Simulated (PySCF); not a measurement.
# Si2H6O (disiloxane): TPSS/cc-pVDZ

Aim: the energy change on altering one bond length of Si2H6O (disiloxane) at TPSS/cc-pVDZ, from 2 runs. The job is set up through a Python script.

The results are computed with PySCF 2.14.0.

1 further run of the same task is left out (set aside as unsound or not needed).

### 1 The molecule

Si2H6O: 9 atoms, total charge 0, spin state singlet. SMILES: `[SiH3]O[SiH3]`. The shape is that of a PBE0-D4/def2-TZVP optimisation.

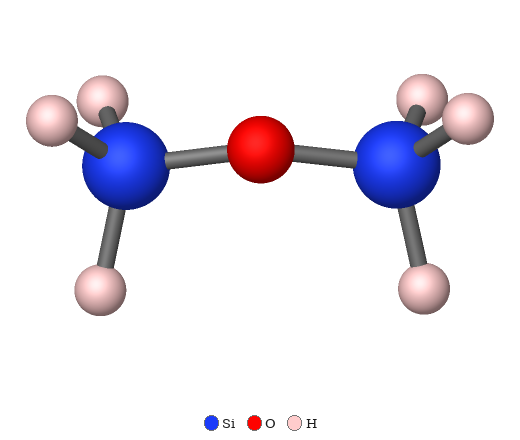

Viewed from a chosen angle; silicon blue, oxygen red, hydrogen pink.

### 2 The energy at TPSS/cc-pVDZ

run.py

```python
# [SiH3]O[SiH3]
from pyscf import gto, dft

mol = gto.Mole()
mol.atom = [
    ('Si', (-0.710290, 1.052660, -0.919520)),
    ('O', (0.425550, 0.090990, -0.245380)),
    ('Si', (0.775570, -1.038810, 0.881750)),
    ('H', (-1.787270, 0.226580, -1.525660)),
    ('H', (-0.060640, 1.872420, -1.970220)),
    ('H', (-1.306170, 1.942760, 0.111330)),
    ('H', (2.224270, -1.343130, 0.800010)),
    ('H', (-0.009310, -2.275600, 0.628780)),
    ('H', (0.448290, -0.527870, 2.238910)),
]
mol.max_memory = 1860
mol.basis = 'cc-pvdz'
mol.verbose = 4
mol.build()

ks = dft.RKS(mol)
ks.xc = 'tpss'
ks.conv_tol = 1e-10
ks.grids.level = 5
ks.kernel()
if not ks.converged:
    ks = ks.newton().run(ks.mo_coeff, ks.mo_occ)

e_final = ks.e_tot
print(f'total energy: {e_final:.8f} hartree')
```

Run with:

```console
$ OMP_NUM_THREADS=1 python run.py
```

The program printed:

```text
PySCF version 2.14.0

[INPUT] num. atoms = 9
[INPUT] num. electrons = 42
[INPUT] charge = 0
[INPUT] spin (= nelec alpha-beta = 2S) = 0
[INPUT] symmetry False subgroup None
[INPUT] Mole.unit = angstrom
[INPUT] Symbol           X                Y                Z      unit          X                Y                Z       unit  Magmom
[INPUT]  1 Si    -0.710290000000   1.052660000000  -0.919520000000 AA   -1.342253569017   1.989239102285  -1.737640966060 Bohr   0.0
[INPUT]  2 O      0.425550000000   0.090990000000  -0.245380000000 AA    0.804172952309   0.171946180074  -0.463700996446 Bohr   0.0
[INPUT]  3 Si     0.775570000000  -1.038810000000   0.881750000000 AA    1.465614890429  -1.963066395459   1.666266010335 Bohr   0.0
[INPUT]  4 H     -1.787270000000   0.226580000000  -1.525660000000 AA   -3.377450810651   0.428174145304  -2.883079559204 Bohr   0.0
[INPUT]  5 H     -0.060640000000   1.872420000000  -1.970220000000 AA   -0.114592992194   3.538360990158  -3.723176205141 Bohr   0.0
[INPUT]  6 H     -1.306170000000   1.942760000000   0.111330000000 AA   -2.468303572123   3.671284325760   0.210383209448 Bohr   0.0
[INPUT]  7 H      2.224270000000  -1.343130000000   0.800010000000 AA    4.203261127086  -2.538147849687   1.511799796913 Bohr   0.0
[INPUT]  8 H     -0.009310000000  -2.275600000000   0.628780000000 AA   -0.017593350220  -4.300260769060   1.188221992604 Bohr   0.0
[INPUT]  9 H      0.448290000000  -0.527870000000   2.238910000000 AA    0.847145324381  -0.997529729374   4.230926717550 Bohr   0.0

nuclear repulsion = 159.419028989977
number of shells = 33
number of NR pGTOs = 150
number of NR cGTOs = 80
basis = cc-pvdz
ecp = {}

******** <class 'pyscf.dft.rks.RKS'> ********
method = RKS
initial guess = minao
damping factor = 0
level_shift factor = 0
DIIS = <class 'pyscf.scf.diis.CDIIS'>
diis_start_cycle = 1
diis_space = 8
diis_damp = 0
SCF conv_tol = 1e-10
SCF conv_tol_grad = None
SCF max_cycles = 50
direct_scf = True
direct_scf_tol = 1e-13
XC library pyscf.dft.libxc version 7.0.0
    S. Lehtola, C. Steigemann, M. J.T. Oliveira, and M. A.L. Marques.,  SoftwareX 7, 1–5 (2018)
XC functionals = tpss
    J. Tao, J. P. Perdew, V. N. Staroverov, and G. E. Scuseria.,  Phys. Rev. Lett. 91, 146401 (2003)
    J. Tao, J. P. Perdew, V. N. Staroverov, and G. E. Scuseria.,  Phys. Rev. Lett. 91, 146401 (2003)
radial grids:
    Treutler-Ahlrichs [JCP 102, 346 (1995); DOI:10.1063/1.469408] (M4) radial grids

becke partition: Becke, JCP 88, 2547 (1988); DOI:10.1063/1.454033
pruning grids: <function nwchem_prune>
grids dens level: 5
symmetrized grids: False
atomic radii adjust function: <function treutler_atomic_radii_adjust>
small_rho_cutoff = 0
Set gradient conv threshold to 1e-05
Initial guess from minao.
tot grids = 271328
init E= -657.897839537148
  HOMO = -0.345172370190524  LUMO = -0.0649846188034457  gap/eV = 7.62430
cycle= 1 E= -657.804987278916  delta_E= 0.0929  |g|= 0.818  |ddm|= 2.24
  HOMO = -0.119189955334307  LUMO = 0.0099236625256478  gap/eV = 3.51336
cycle= 2 E= -657.185305693852  delta_E= 0.62  |g|=  1.9  |ddm|= 2.21
  HOMO = -0.276939202756871  LUMO = -0.0223708946835686  gap/eV = 6.92716
cycle= 3 E= -657.925396280058  delta_E= -0.74  |g|= 0.104  |ddm|= 1.85
  HOMO = -0.265672112841308  LUMO = -0.0127662407240114  gap/eV = 6.88192
cycle= 4 E= -657.928627568706  delta_E= -0.00323  |g|= 0.0346  |ddm|= 0.187
  HOMO = -0.270091318394872  LUMO = -0.0165336538299745  gap/eV = 6.89966
cycle= 5 E= -657.929084903702  delta_E= -0.000457  |g|= 0.00368  |ddm|= 0.0477
  HOMO = -0.269591245531411  LUMO = -0.0159539625704652  gap/eV = 6.90182
cycle= 6 E= -657.929089169736  delta_E= -4.27e-06  |g|= 0.000587  |ddm|= 0.00466
  HOMO = -0.269658778213781  LUMO = -0.0160043230363005  gap/eV = 6.90229
cycle= 7 E= -657.929089275337  delta_E= -1.06e-07  |g|= 9.28e-05  |ddm|= 0.00068
  HOMO = -0.26967112242417  LUMO = -0.0160153419257694  gap/eV = 6.90233
cycle= 8 E= -657.929089278905  delta_E= -3.57e-09  |g|= 1.99e-05  |ddm|= 0.000166
  HOMO = -0.269674425715453  LUMO = -0.0160163388757701  gap/eV = 6.90239
cycle= 9 E= -657.929089279099  delta_E= -1.94e-10  |g|= 1.74e-06  |ddm|= 3.28e-05
  HOMO = -0.269674240300144  LUMO = -0.0160162885243831  gap/eV = 6.90238
cycle= 10 E= -657.929089279097  delta_E= 1.82e-12  |g|= 2.93e-07  |ddm|= 1.82e-06
  HOMO = -0.269674168430445  LUMO = -0.0160162512010658  gap/eV = 6.90238
Extra cycle  E= -657.929089279096  delta_E= 6.82e-13  |g|= 2.82e-07  |ddm|= 6.23e-07
converged SCF energy = -657.929089279096
total energy: -657.92908928 hartree
```

Wall time 32 s (1 thread of AMD EPYC 7R43 (Zen 3), shared host); peak memory 0.41 GiB.

### 3 The distorted shape

job.py

```python
from pyscf import gto, dft

mol = gto.M(
    atom=[
    ('Si', (-0.880661, 1.196907, -1.020638)),
    ('O', (0.425550, 0.090990, -0.245380)),
    ('Si', (0.775570, -1.038810, 0.881750)),
    ('H', (-1.957641, 0.370827, -1.626778)),
    ('H', (-0.231011, 2.016667, -2.071338)),
    ('H', (-1.476541, 2.087007, 0.010212)),
    ('H', (2.224270, -1.343130, 0.800010)),
    ('H', (-0.009310, -2.275600, 0.628780)),
    ('H', (0.448290, -0.527870, 2.238910)),
],
    charge=0,
    verbose=4,
    max_memory=1860,
    basis='cc-pvdz',
    spin=0,
)

mf = dft.RKS(mol, xc='tpss')
mf.grids.level = 5
mf.conv_tol = 1e-10
mf.kernel()
if not mf.converged:
    mf = mf.newton().run(mf.mo_coeff, mf.mo_occ)

etot = mf.e_tot
print('Final energy', etot)
```

Run with:

```console
$ OMP_NUM_THREADS=1 python job.py
```

The program printed:

```text
PySCF version 2.14.0

[INPUT] num. atoms = 9
[INPUT] num. electrons = 42
[INPUT] charge = 0
[INPUT] spin (= nelec alpha-beta = 2S) = 0
[INPUT] symmetry False subgroup None
[INPUT] Mole.unit = angstrom
[INPUT] Symbol           X                Y                Z      unit          X                Y                Z       unit  Magmom
[INPUT]  1 Si    -0.880661000000   1.196907000000  -1.020638000000 AA   -1.664208098586   2.261826426575  -1.928726292324 Bohr   0.0
[INPUT]  2 O      0.425550000000   0.090990000000  -0.245380000000 AA    0.804172952309   0.171946180074  -0.463700996446 Bohr   0.0
[INPUT]  3 Si     0.775570000000  -1.038810000000   0.881750000000 AA    1.465614890429  -1.963066395459   1.666266010335 Bohr   0.0
[INPUT]  4 H     -1.957641000000   0.370827000000  -1.626778000000 AA   -3.699405340220   0.700761469594  -3.074164885468 Bohr   0.0
[INPUT]  5 H     -0.231011000000   2.016667000000  -2.071338000000 AA   -0.436547521762   3.810948314448  -3.914261531404 Bohr   0.0
[INPUT]  6 H     -1.476541000000   2.087007000000   0.010212000000 AA   -2.790258101691   3.943871650050   0.019297883184 Bohr   0.0
[INPUT]  7 H      2.224270000000  -1.343130000000   0.800010000000 AA    4.203261127086  -2.538147849687   1.511799796913 Bohr   0.0
[INPUT]  8 H     -0.009310000000  -2.275600000000   0.628780000000 AA   -0.017593350220  -4.300260769060   1.188221992604 Bohr   0.0
[INPUT]  9 H      0.448290000000  -0.527870000000   2.238910000000 AA    0.847145324381  -0.997529729374   4.230926717550 Bohr   0.0

nuclear repulsion = 151.324139122854
number of shells = 33
number of NR pGTOs = 150
number of NR cGTOs = 80
basis = cc-pvdz
ecp = {}

******** <class 'pyscf.dft.rks.RKS'> ********
method = RKS
initial guess = minao
damping factor = 0
level_shift factor = 0
DIIS = <class 'pyscf.scf.diis.CDIIS'>
diis_start_cycle = 1
diis_space = 8
diis_damp = 0
SCF conv_tol = 1e-10
SCF conv_tol_grad = None
SCF max_cycles = 50
direct_scf = True
direct_scf_tol = 1e-13
XC library pyscf.dft.libxc version 7.0.0
    S. Lehtola, C. Steigemann, M. J.T. Oliveira, and M. A.L. Marques.,  SoftwareX 7, 1–5 (2018)
XC functionals = tpss
    J. Tao, J. P. Perdew, V. N. Staroverov, and G. E. Scuseria.,  Phys. Rev. Lett. 91, 146401 (2003)
    J. Tao, J. P. Perdew, V. N. Staroverov, and G. E. Scuseria.,  Phys. Rev. Lett. 91, 146401 (2003)
radial grids:
    Treutler-Ahlrichs [JCP 102, 346 (1995); DOI:10.1063/1.469408] (M4) radial grids

becke partition: Becke, JCP 88, 2547 (1988); DOI:10.1063/1.454033
pruning grids: <function nwchem_prune>
grids dens level: 5
symmetrized grids: False
atomic radii adjust function: <function treutler_atomic_radii_adjust>
small_rho_cutoff = 0
Set gradient conv threshold to 1e-05
[... 1 set-up line as earlier in the session ...]
tot grids = 271328
init E= -657.729450703622
  HOMO = -0.344371065846354  LUMO = -0.0862319892151411  gap/eV = 7.02432
cycle= 1 E= -657.776084391174  delta_E= -0.0466  |g|= 0.846  |ddm|=  2.2
  HOMO = -0.0777255846846883  LUMO = -0.00244372428160267  gap/eV = 2.04852
cycle= 2 E= -656.662239217621  delta_E= 1.11  |g|= 2.34  |ddm|= 3.03
  HOMO = -0.267939757171292  LUMO = -0.0491493216510275  gap/eV = 5.95359
cycle= 3 E= -657.911310094845  delta_E= -1.25  |g|= 0.112  |ddm|= 2.67
  HOMO = -0.245225789790755  LUMO = -0.0364898761932642  gap/eV = 5.67999
cycle= 4 E= -657.915335511251  delta_E= -0.00403  |g|= 0.0502  |ddm|= 0.238
  HOMO = -0.252592891156751  LUMO = -0.0415396227483842  gap/eV = 5.74305
cycle= 5 E= -657.916294528637  delta_E= -0.000959  |g|= 0.00581  |ddm|= 0.0668
  HOMO = -0.252410790555991  LUMO = -0.040886751086644  gap/eV = 5.75586
cycle= 6 E= -657.916304142254  delta_E= -9.61e-06  |g|= 0.000979  |ddm|= 0.00626
  HOMO = -0.252573348450789  LUMO = -0.0409876149840867  gap/eV = 5.75754
cycle= 7 E= -657.916304406073  delta_E= -2.64e-07  |g|= 0.000172  |ddm|= 0.00111
  HOMO = -0.252598421323341  LUMO = -0.0410083027916253  gap/eV = 5.75766
cycle= 8 E= -657.916304416793  delta_E= -1.07e-08  |g|= 3.14e-05  |ddm|= 0.000261
  HOMO = -0.25260230216412  LUMO = -0.0410074819629602  gap/eV = 5.75779
cycle= 9 E= -657.916304417218  delta_E= -4.25e-10  |g|= 5.04e-06  |ddm|= 4.88e-05
  HOMO = -0.252602376301863  LUMO = -0.0410079245984543  gap/eV = 5.75778
cycle= 10 E= -657.916304417228  delta_E= -9.78e-12  |g|= 1.64e-06  |ddm|= 6.68e-06
  HOMO = -0.252602075978086  LUMO = -0.0410075564064347  gap/eV = 5.75778
Extra cycle  E= -657.916304417224  delta_E= 3.18e-12  |g|= 1.81e-06  |ddm|= 4.06e-06
converged SCF energy = -657.916304417224
Final energy -657.9163044172244
```

Run time: 27 s. Hardware: 1 thread of AMD EPYC 7R43 (Zen 3), shared host; peak memory 0.41 GiB.

### 4 What came out

At TPSS/cc-pVDZ:

```
                                                          quantity          value
                                         first shape: total energy  -657.92909 Eh
                                        first shape: dipole moment         0.31 D
                                          first shape: HOMO energy       -7.34 eV
                                          first shape: LUMO energy       -0.44 eV
                                        first shape: HOMO–LUMO gap        6.90 eV
                                     distorted shape: total energy  -657.91630 Eh
                                    distorted shape: dipole moment         1.50 D
                                      distorted shape: HOMO energy       -6.87 eV
                                      distorted shape: LUMO energy       -1.12 eV
                                    distorted shape: HOMO–LUMO gap        5.76 eV
energy change with the Si1–O2 bond stretched from 1.634 to 1.879 Å       0.348 eV
```

**Reading.** With the Si1–O2 bond stretched from 1.634 to 1.879 Å the energy rises by 0.35 eV (8.0 kcal/mol). The first shape isn't relaxed at this level, so the change isn't measured from a minimum. Mulliken charges (distorted shape) run from -0.53 on O2 to +0.47 on Si1.
